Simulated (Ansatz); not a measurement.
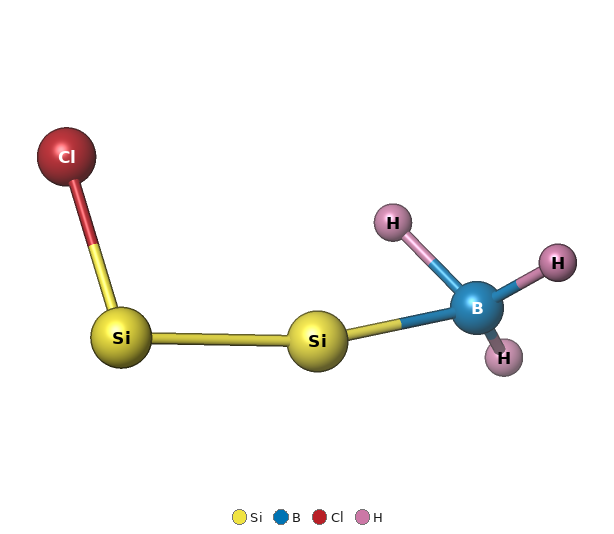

Depth is shown by fading: the farther an atom, the more it takes the colour of the background. Charge −1, singlet. The computed structure is the end point of a PBE-D4/def2-SVPD optimisation. No frequency run is at hand to confirm it as a minimum.

> List the symmetry elements and name the point group.

It has 1 mirror plane, so the point group is Cs. The group has 2 operations. The geometry is achiral, and symmetry allows a dipole moment.
